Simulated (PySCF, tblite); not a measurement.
**C₄H₁₅NSSi₂: geometry, infrared bands and NMR shifts**

Wanted: the infrared bands and NMR shifts of C₄H₁₅NSSi₂ (`CC(C)(C)S[SiH2]N[SiH3]`), by calculation.

Computed with tblite 0.8.0 and PySCF 2.14.0, with density-fitted response routines of our own, on a single molecule in the gas phase. Atoms are numbered from 0 throughout.

### 1 The molecule as given

23 atoms, charge 0, multiplicity 1; geometry from: force field or distance geometry start.

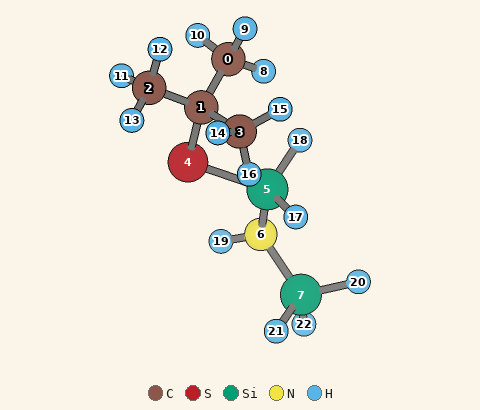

As it starts; carbon brown, sulfur red, silicon teal, nitrogen yellow, hydrogen blue, atoms numbered; sticks join atoms by distance.

### 2 Optimising the geometry with GFN2-xTB

Job settings and geometry (Å):

```
{"job": {"kind": "relax", "xc": "GFN2-xTB", "basis": "xTB"}, "charge": 0, "multiplicity": 1}
C     -1.968300     1.085000     0.786700
C     -1.703900    -0.019000    -0.212100
C     -2.888900    -0.141100    -1.107000
C     -1.439100    -1.334000     0.504500
S     -0.202700     0.361000    -1.163000
Si     1.409200     0.343000     0.254500
N      2.896200     0.983500    -0.472600
Si     4.249700    -0.120100    -0.149100
H     -1.079400     1.360200     1.380000
H     -2.760600     0.767200     1.527100
H     -2.377500     2.002300     0.282300
H     -2.945000     0.798800    -1.681800
H     -3.796600    -0.191100    -0.432000
H     -2.788600    -1.035500    -1.741900
H     -2.121300    -2.096000     0.105500
H     -1.494900    -1.245700     1.619700
H     -0.411900    -1.649300     0.265300
H      1.604000    -1.047400     0.722100
H      1.022400     1.183700     1.413500
H      2.791300     1.267600    -1.448500
H      4.361800    -0.475600     1.282700
H      4.150400    -1.366600    -0.949000
H      5.489000     0.596200    -0.503900
```

On the command line:

```console
> OMP_NUM_THREADS=1 python probes_run.py task.json out
```

The driver reads the jobs from task.json and runs them one after another.

Output:

```text
step      E/eV     max force
  0    -704.68594    1.702
  1    -704.89441    1.004
  2    -704.99962    0.635
  3    -705.04579    0.431
  4    -705.10200    0.463
  5    -705.12393    0.348
  6    -705.14684    0.319
  7    -705.16297    0.385
  8    -705.17768    0.394
  9    -705.18802    0.216
 10    -705.19730    0.223
 11    -705.20975    0.339
 12    -705.22687    0.516
 13    -705.24399    0.436
 14    -705.25560    0.184
 15    -705.26293    0.185
 16    -705.27009    0.304
 17    -705.27792    0.340
 18    -705.28467    0.197
 19    -705.28998    0.165
 20    -705.29512    0.217
 21    -705.30106    0.351
 22    -705.30841    0.322
 23    -705.31659    0.191
 24    -705.32264    0.186
 25    -705.32830    0.259
 26    -705.33612    0.254
 27    -705.34514    0.205
 28    -705.35661    0.243
 29    -705.36892    0.337
 30    -705.38024    0.374
 31    -705.38874    0.216
 32    -705.39467    0.163
 33    -705.40067    0.219
 34    -705.40788    0.354
 35    -705.40297    0.507
 36    -705.41720    0.180
 37    -705.41996    0.133
 38    -705.42642    0.279
 39    -705.42949    0.296
 40    -705.43847    0.180
 41    -705.44224    0.160
 42    -705.44753    0.190
 43    -705.45237    0.231
 44    -705.45585    0.173
 45    -705.45787    0.147
 46    -705.46023    0.104
 47    -705.46184    0.070
 48    -705.46376    0.079
 49    -705.46541    0.123
 50    -705.46721    0.095
 51    -705.46910    0.100
 52    -705.47160    0.126
 53    -705.47319    0.082
 54    -705.47410    0.062
 55    -705.47482    0.058
 56    -705.47575    0.075
 57    -705.47677    0.073
 58    -705.47758    0.060
 59    -705.47809    0.054
 60    -705.47849    0.045
 61    -705.47891    0.052
 62    -705.47932    0.056
 63    -705.47966    0.043
 64    -705.47991    0.035
 65    -705.48012    0.031
 66    -705.48038    0.054
 67    -705.48077    0.069
 68    -705.48130    0.070
 69    -705.48186    0.052
 70    -705.48228    0.041
 71    -705.48260    0.045
 72    -705.48296    0.055
 73    -705.48344    0.063
 74    -705.48392    0.048
 75    -705.48425    0.033
 76    -705.48448    0.030
 77    -705.48480    0.053
 78    -705.48527    0.067
 79    -705.48583    0.064
 80    -705.48633    0.052
 81    -705.48677    0.041
 82    -705.48727    0.051
 83    -705.48790    0.058
 84    -705.48850    0.044
 85    -705.48890    0.033
 86    -705.48916    0.031
 87    -705.48939    0.034
 88    -705.48960    0.032
 89    -705.48983    0.040
 90    -705.49009    0.038
 91    -705.49044    0.045
 92    -705.49088    0.048
 93    -705.49136    0.045
 94    -705.49182    0.045
 95    -705.49225    0.044
 96    -705.49267    0.038
 97    -705.49306    0.040
 98    -705.49336    0.031
 99    -705.49360    0.034
100    -705.49388    0.046
101    -705.49430    0.051
102    -705.49491    0.056
103    -705.49557    0.061
104    -705.49620    0.065
105    -705.49695    0.072
106    -705.49799    0.082
107    -705.49945    0.097
108    -705.50082    0.092
109    -705.50203    0.086
110    -705.50291    0.060
111    -705.50369    0.059
112    -705.50428    0.062
113    -705.50512    0.052
114    -705.50593    0.057
115    -705.50676    0.075
116    -705.50759    0.081
117    -705.50831    0.068
118    -705.50887    0.063
119    -705.50930    0.045
120    -705.50978    0.038
121    -705.51006    0.038
122    -705.51042    0.036
123    -705.51071    0.034
124    -705.51103    0.037
125    -705.51132    0.036
126    -705.51150    0.031
127    -705.51162    0.024
128    -705.51171    0.015
129    -705.51178    0.020
130    -705.51185    0.022
131    -705.51192    0.022
132    -705.51200    0.018
133    -705.51208    0.022
134    -705.51215    0.030
135    -705.51223    0.025
136    -705.51230    0.020
137    -705.51240    0.017
138    -705.51249    0.022
139    -705.51257    0.020
140    -705.51264    0.016
141    -705.51268    0.016
142    -705.51272    0.014
143    -705.51275    0.014
144    -705.51279    0.016
145    -705.51283    0.016
146    -705.51288    0.017
147    -705.51293    0.019
148    -705.51299    0.019
149    -705.51304    0.018
150    -705.51308    0.015
151    -705.51312    0.015
152    -705.51316    0.019
153    -705.51321    0.016
154    -705.51326    0.016
155    -705.51329    0.014
156    -705.51332    0.012
157    -705.51333    0.009
```

It took 1.8 s on 1 thread of Arm Neoverse V1, shared host; peak memory 0.18 GiB.

Along the way: (not every step is listed)

```
step  energy from step 0 (eV)  largest force (eV/Å)
   0                   0.0000                1.7018
   1                  -0.2085                1.0038
   2                  -0.3137                0.6351
   3                  -0.3599                0.4305
   4                  -0.4161                0.4633
   5                  -0.4380                0.3478
   6                  -0.4609                0.3186
   7                  -0.4770                0.3846
   8                  -0.4917                0.3939
  22                  -0.6225                0.3220
  36                  -0.7313                0.1802
  50                  -0.7813                0.0949
  64                  -0.7940                0.0348
  78                  -0.7993                0.0675
  92                  -0.8049                0.0483
 106                  -0.8120                0.0821
 120                  -0.8238                0.0378
 134                  -0.8262                0.0297
 148                  -0.8270                0.0189
 152                  -0.8272                0.0185
 153                  -0.8273                0.0164
 154                  -0.8273                0.0162
 155                  -0.8274                0.0136
 156                  -0.8274                0.0124
 157                  -0.8274                0.0091
```

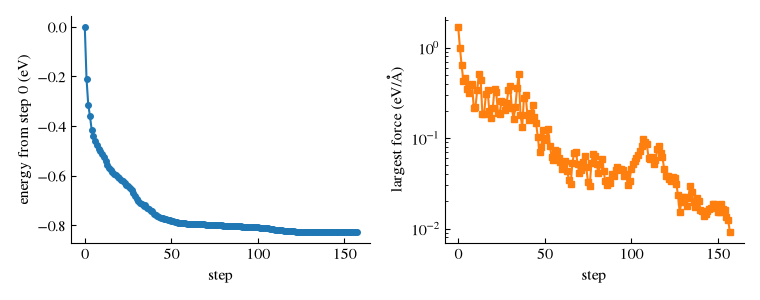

Energy and force, step by step.

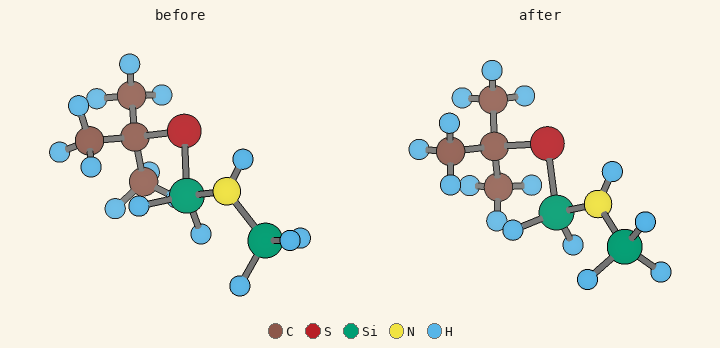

Before and after, at one scale.

Close pairs (by a distance rule), those that changed most:

```
  bond  before (Å)  after (Å)  change (Å)
Si5–N6       1.775      1.718      -0.057
N6–Si7       1.776      1.730      -0.046
C2–H12       1.132      1.088      -0.044
 C1–S4       1.817      1.860      +0.043
 C0–H9       1.130      1.089      -0.041
C0–H10       1.124      1.087      -0.037
 C1–C2       1.490      1.526      +0.036
C3–H15       1.120      1.088      -0.032
```

The next job starts from the end point, and lists it.

### 3 Vibrational analysis with GFN2-xTB

Job settings and geometry (Å):

```
{"job": {"kind": "ir", "xc": "GFN2-xTB", "basis": "xTB"}, "charge": 0, "multiplicity": 1}
C     -1.899323     1.112524     0.853145
C     -1.739557    -0.026921    -0.143338
C     -2.859086     0.014601    -1.179157
C     -1.720138    -1.376338     0.558940
S     -0.167855     0.218671    -1.106723
Si     1.429584    -0.167010     0.255801
N      2.806359     0.402964    -0.599002
Si     4.460943     0.280632    -0.109872
H     -1.120039     1.081346     1.610582
H     -2.865910     1.035306     1.349104
H     -1.846835     2.070559     0.341583
H     -2.836083     0.958192    -1.718017
H     -3.826753    -0.091231    -0.692236
H     -2.736883    -0.790848    -1.898671
H     -2.695252    -1.571865     1.003322
H     -0.971955    -1.395539     1.348137
H     -1.499429    -2.170676    -0.150265
H      1.517403    -1.599691     0.541862
H      1.268269     0.589932     1.495678
H      2.642217     0.685058    -1.551354
H      4.490439     0.600519     1.315065
H      4.971574    -1.078452    -0.315847
H      5.193558     1.245252    -0.925723
```

Output:

```text
mode    cm-1     km/mol
  1      29.3      0.18
  2      34.2      0.09
  3      50.5      0.94
  4      80.1      0.77
  5      87.1      0.98
  6     154.7      2.24
  7     189.6      0.06
  8     197.7      2.47
  9     234.3      0.01
 10     249.4      0.36
 11     275.1     23.41
 12     280.3     34.71
 13     292.2     22.84
 14     366.0      3.10
 15     392.9      0.08
 16     402.7      0.09
 17     500.1     58.78
 18     543.1     45.85
 19     559.1     45.32
 20     578.2     52.93
 21     597.7     11.05
 22     617.7     33.77
 23     735.0    536.38
 24     743.4    236.45
 25     755.6    182.70
 26     796.9     17.63
 27     800.8    279.14
 28     829.3    482.68
 29     852.7      0.85
 30     961.3      1.67
 31     961.7      0.58
 32     966.1      0.07
 33    1001.7    231.10
 34    1032.7      0.33
 35    1033.8      0.06
 36    1173.8    176.44
 37    1199.3    346.06
 38    1237.0      9.43
 39    1241.5     14.90
 40    1400.7     11.45
 41    1401.7     11.05
 42    1422.1      4.97
 43    1475.7      0.39
 44    1488.3      2.86
 45    1489.5      0.70
 46    1493.3      1.91
 47    1495.4      5.45
 48    1507.6      4.31
 49    2217.8     16.11
 50    2231.1    699.49
 51    2265.3     27.79
 52    2276.8    188.17
 53    2282.3    500.93
 54    3008.5      2.31
 55    3011.3     22.02
 56    3019.7    102.55
 57    3031.0     11.73
 58    3037.3     13.42
 59    3039.4     31.50
 60    3042.5     12.83
 61    3044.7     39.30
 62    3048.4     15.29
 63    3481.5      2.42
```

Run time: 1.3 s. Hardware: 1 thread of Arm Neoverse V1, shared host; peak memory 0.18 GiB.

The strongest bands and the atoms that carry them (share of the mass-weighted mode):

```
cm⁻¹  km/mol                                   atoms
 735   536.4  H17 20 %, H18 18 %, Si5 17 %, H20 15 %
 743   236.4   H17 26 %, H18 25 %, N6 24 %, H20 11 %
 801   279.1  H21 31 %, H22 24 %, H18 12 %, H17 12 %
 829   482.7  H21 19 %, H20 19 %, Si7 14 %, H17 13 %
1002   231.1             N6 49 %, H19 28 %, Si5 12 %
1199   346.1                       H19 63 %, N6 28 %
2231   699.5            H21 41 %, H17 35 %, H18 19 %
2282   500.9                      H20 54 %, H22 30 %
```

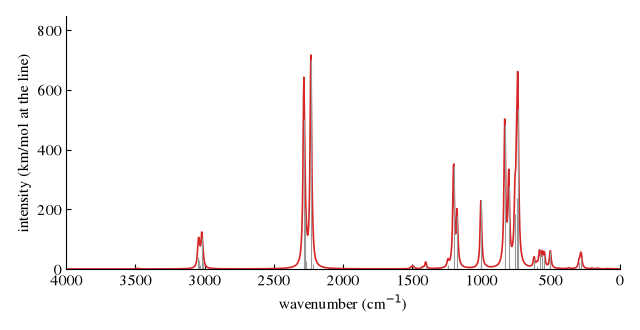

The infrared spectrum from these modes, unscaled. Lines are broadened to a width of 14 cm⁻¹ (Lorentzian).

### 4 Shielding tensors: PBE0/pcSseg-1

Settings changed since step 3:

```diff
@@ -1,2 +1,2 @@
-{"job": {"kind": "ir", "xc": "GFN2-xTB", "basis": "xTB"}, "charge": 0, "multiplicity": 1}
+{"job": {"kind": "nmr", "xc": "PBE0", "basis": "pcSseg-1"}, "charge": 0, "multiplicity": 1}
 C     -1.899323     1.112524     0.853145
```

Method: GIAO PBE0/pcSseg-1 NMR shielding, non-relativistic, gas phase.

Output:

```text
coarse grid: 19584 points
cycle   1  E = -1192.6085945992  dE =  5.437e-01  |g| = 5.777e-01  |ddm| = 4.167e+00
cycle   2  E = -1192.5654058454  dE =  4.319e-02  |g| = 7.318e-01  |ddm| = 1.188e+00
cycle   3  E = -1192.6863446438  dE = -1.209e-01  |g| = 9.173e-02  |ddm| = 7.164e-01
cycle   4  E = -1192.6880671437  dE = -1.722e-03  |g| = 3.106e-02  |ddm| = 1.075e-01
cycle   5  E = -1192.6882864973  dE = -2.194e-04  |g| = 5.663e-03  |ddm| = 3.433e-02
cycle   6  E = -1192.6882925998  dE = -6.103e-06  |g| = 3.115e-03  |ddm| = 1.011e-02
final grid: 172008 points
cycle   7  E = -1192.7353779227  dE = -4.229e-05  |g| = 1.301e-02  |ddm| = 3.749e-02
cycle   8  E = -1192.7353343553  dE =  4.357e-05  |g| = 1.847e-02  |ddm| = 3.015e-02
cycle   9  E = -1192.7354198939  dE = -8.554e-05  |g| = 1.218e-03  |ddm| = 1.871e-02
cycle  10  E = -1192.7354202318  dE = -3.379e-07  |g| = 2.765e-04  |ddm| = 1.371e-03
cycle  11  E = -1192.7354202478  dE = -1.598e-08  |g| = 9.591e-05  |ddm| = 2.951e-04
cycle  12  E = -1192.7354202494  dE = -1.671e-09  |g| = 3.695e-05  |ddm| = 1.049e-04
cycle  13  E = -1192.7354202498  dE = -3.124e-10  |g| = 4.395e-06  |ddm| = 4.171e-05
converged SCF energy = -1192.7354202498

GIAO shielding tensors (ppm)
atom      isotropic    diamagn.    paramagn.     s11        s22        s33       span
  0 C      151.556     249.232     -97.676    129.930    141.922    182.817     52.887
  1 C      136.564     247.759    -111.195    121.569    124.122    164.001     42.433
  2 C      151.058     248.320     -97.262    129.271    138.617    185.287     56.016
  3 C      149.439     250.178    -100.739    132.141    136.162    180.014     47.873
  4 S      550.281    1063.308    -513.027    361.974    408.847    880.022    518.048
  5 Si     377.184     882.546    -505.362    350.656    361.200    419.697     69.041
  6 N      274.835     327.121     -52.286    245.134    275.436    303.934     58.800
  7 Si     405.794     878.537    -472.743    361.159    388.834    467.390    106.231
  8 H       29.803      32.416      -2.613     25.164     29.643     34.602      9.438
  9 H       30.497      31.868      -1.371     26.429     27.628     37.433     11.004
 10 H       30.013      32.226      -2.214     26.555     28.049     35.434      8.878
 11 H       30.120      31.212      -1.092     26.210     28.158     35.990      9.780
 12 H       30.566      30.590      -0.024     26.672     27.511     37.514     10.842
 13 H       30.124      31.109      -0.985     26.241     28.207     35.923      9.681
 14 H       30.371      32.043      -1.671     26.323     27.568     37.223     10.900
 15 H       30.313      32.843      -2.530     25.835     29.881     35.224      9.389
 16 H       29.917      32.497      -2.579     26.482     28.071     35.199      8.716
 17 H       26.191      32.188      -5.997     21.730     26.307     30.536      8.806
 18 H       26.151      32.504      -6.353     22.046     26.479     29.929      7.882
 19 H       32.240      34.721      -2.481     21.455     32.385     42.880     21.425
 20 H       27.013      28.112      -1.098     23.376     25.810     31.854      8.477
 21 H       26.901      27.448      -0.547     22.891     25.102     32.709      9.818
 22 H       26.960      27.047      -0.086     23.169     25.114     32.598      9.429
```

Wall time 58 s (1 thread of Arm Neoverse V1, shared host); peak memory 1.1 GiB.

The references, computed at this level on geometries of the same kind, shield at (ppm): ¹H TMS 31.72, ¹³C TMS 186.9, ²⁹Si TMS 349.2, ¹⁵N NH3 267.7, ³³S CS2 504. Their shielding less the atom's gives the shift. The references are single molecules in the gas phase, so shifts against H2O, NH3, PH3, H3PO4 or CFCl3 are not on the usual liquid scales and can be off by tens of ppm. Atoms listed in one row are averaged.

```
                           atoms                               environment  σ (ppm)  δ (ppm)  δ scaled to CDCl3
                              C1  fully substituted sp3 carbon bonded to S    136.6     50.4               42.8
                      C0, C2, C3                             methyl carbon    150.7     36.2               33.5
                        H17, H18      hydrogen on a silicon bonded to N, S    26.17     5.55                  –
                   H20, H21, H22         hydrogen on a silicon bonded to N    26.96     4.76                  –
H8, H9, H10, H11, H12 and 4 more               hydrogen on a methyl carbon    30.19     1.53               1.54
                             H19     hydrogen on a nitrogen bonded to 2 Si    32.24    -0.52                  –
                              S4                    sulfur bonded to C, Si      550      -47                  –
                             Si5               silicon bonded to N, S, 2 H    377.2    -28.0                  –
                             Si7                  silicon bonded to N, 3 H    405.8    -56.6                  –
                              N6                nitrogen bonded to 2 Si, H    274.8     -7.1                  –
```

The scaled column applies a straight-line fit of computed shieldings to shifts measured in CDCl3, with any fitted terms for Cl, Br or S neighbours (root-mean-square error 0.16 ppm for H, 1.9 ppm for C).

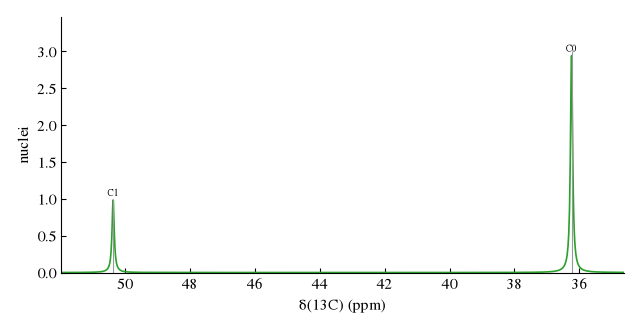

¹³C lines at the computed shifts, without couplings. Lines are broadened to a width of 0.08 ppm (Lorentzian).

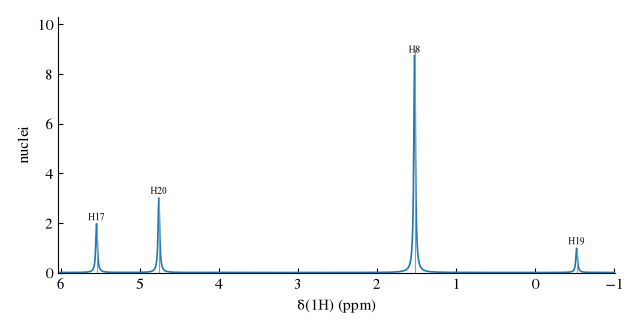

¹H lines at the computed shifts, without couplings. Lines are broadened to a width of 0.02 ppm (Lorentzian).

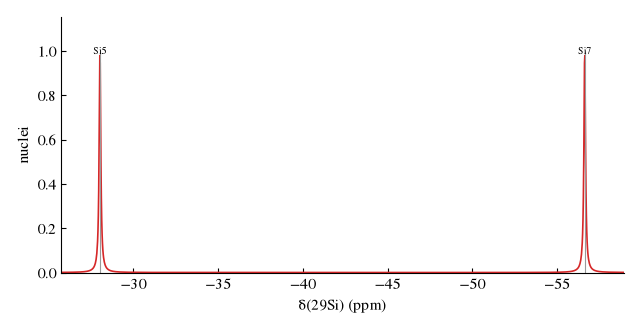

²⁹Si lines at the computed shifts, without couplings. Lines are broadened to a width of 0.11 ppm (Lorentzian).

Charges from the same density, by scheme (e):

```
     atoms  Mulliken    IAO  Hirshfeld  ESP fit
C0, C2, C3     -0.14  -0.42      -0.12    -0.57
        C1     -0.68   0.01       0.04     0.62
        S4     -0.25  -0.24      -0.09    -0.47
       Si5      0.74   0.83       0.34     0.52
        N6     -0.84  -0.94      -0.33    -0.77
       Si7      0.64   0.76       0.36     0.52
```

ESP fit charges:

C0 -0.61; C1 0.62; C2 -0.56; C3 -0.54; S4 -0.47; Si5 0.52; N6 -0.77; Si7 0.52; H8 0.15; H9 0.16; H10 0.16; H11 0.17; H12 0.14; H13 0.16; H14 0.15; H15 0.13; H16 0.14; H17 -0.09; H18 -0.09; H19 0.41; H20 -0.09; H21 -0.11; H22 -0.11

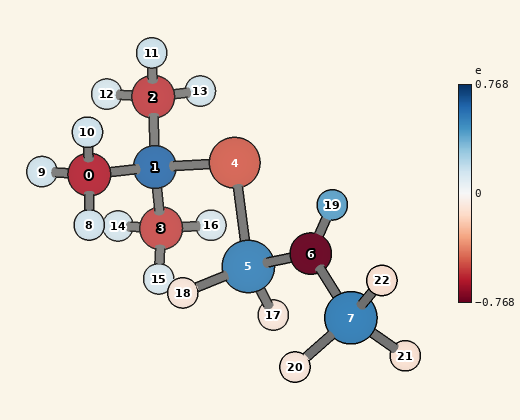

ESP fit charges, as colours on the atoms.

Mayer bond orders: C0–C1 0.98, C1–C2 1.00, C1–C3 0.98, C1–S4 1.01, S4–Si5 0.95, Si5–N6 0.97, N6–Si7 0.95.

### 5 Outcome

| quantity | value |
| --- | --- |
| strongest single infrared mode (GFN2-xTB) | 2231 cm⁻¹, 699 km/mol |
| zero-point energy (GFN2-xTB) | 111.9 kcal/mol |
| ¹³C shifts against TMS (PBE0/pcSseg-1, means over atoms taken as alike) | 50.4, 36.2 ppm |
| ¹H shifts against TMS (PBE0/pcSseg-1, means over atoms taken as alike) | 5.55, 4.76, 1.53, -0.52 ppm |
| ³³S shifts against CS2 (PBE0/pcSseg-1) | -47 ppm |
| ²⁹Si shifts against TMS (PBE0/pcSseg-1) | -28.0, -56.6 ppm |
| ¹⁵N shifts against NH3 (PBE0/pcSseg-1) | -7.1 ppm |

**Reading.** The optimisation took 157 steps and gained 0.827 eV; among the close pairs (by a distance rule), Si5–N6 changed most, from 1.775 to 1.718 Å. No mode is imaginary among the 63: a minimum at this level. The strongest single mode, at 2231 cm⁻¹, moves mainly H21 and H17. Unscaled tight-binding wavenumbers are off by several per cent, some by more. Its intensities can rank the bands wrongly. At PBE0/pcSseg-1: The widest tensor belongs to S4: span 518 ppm, with a paramagnetic part of -513 ppm.
